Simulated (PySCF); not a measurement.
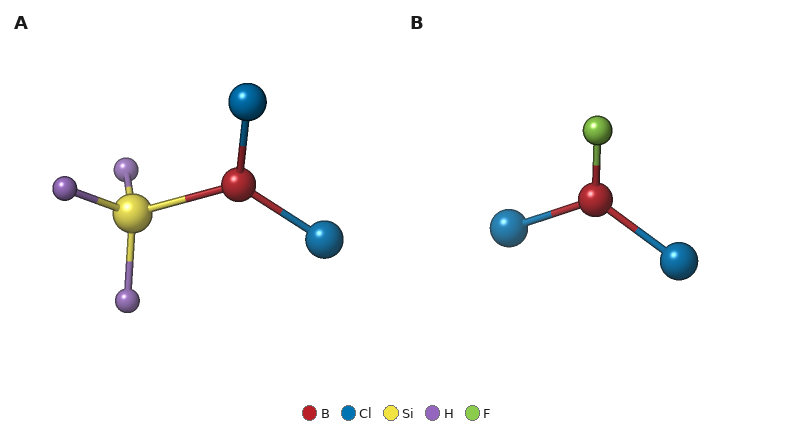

Two related species, optimised with PBE0-D3(BJ)/def2-SVP; properties computed with PySCF 2.14.0. Both: charge 0, singlet.

### Identify both.

A is BCl2(SiH3) ([SiH3]B(Cl)Cl), B is BCl2F (FB(Cl)Cl).

Compare them. With PBE0/pcSseg-1: dipole moment (D), HOMO–LUMO gap (eV), HOMO energy (Kohn–Sham orbital) (eV), shielding of B (ppm), Hirshfeld charge of B (e), IAO charge of B (e). With ωB97X-D/def2-SVPD: lowest vertical singlet excitation (eV), mean static polarisability (bohr³). With PBE0-D3(BJ)/def2-SVP: mean B–Cl length (Å).

```csv
quantity,A,B
dipole moment (D),0.57,0.17
HOMO–LUMO gap (eV),6.26,8.49
HOMO energy (Kohn–Sham orbital) (eV),−8.53,−9.54
shielding of B (ppm),22.7,64.9
Hirshfeld charge of B (e),0.09,0.24
IAO charge of B (e),−0.09,0.39
lowest vertical singlet excitation (eV),4.80,6.81
mean static polarisability (bohr³),70.8,40.8
mean B–Cl length (Å),1.749,1.743
```

Each is one conformer, and no frequency run is at hand to confirm it as a minimum.
